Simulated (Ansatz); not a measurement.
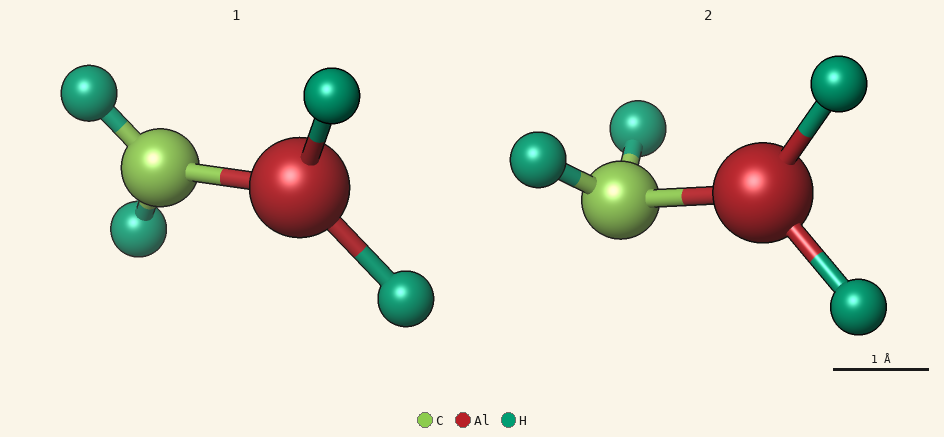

Two geometries of CH$_{4}$Al (charge −1), drawn at one scale. One is the start of a relaxation, the other its converged end. Style: ball-and-stick. Shown from a free direction.

Computed with RKS PBE0-D4/def2-TZVPD in Ansatz 0.2.0. (force threshold 0.005 eV/Å; at most 200 steps)

Which one is relaxed?

Answer. Structure 1 is the relaxed one. Over 11 geometry steps the energy falls by 1.066 eV. The largest force component goes from 0.52 to 0.0007 eV/Å. An H atom moves most after the best rigid fit: 1.10 Å. By element the largest moves are H 1.10 Å, C 0.40 Å, Al 0.14 Å. Among the contacts that change: Al–C 1.896 → 1.837 Å, C–H 1.120 → 1.093 Å, Al–H 1.657 → 1.631 Å. Among the angles between lasting bonds that change: H–Al–H 93.2° → 111.9°, Al–C–H 106.7° → 124.2°, C–Al–H 137.6° → 124.1°.
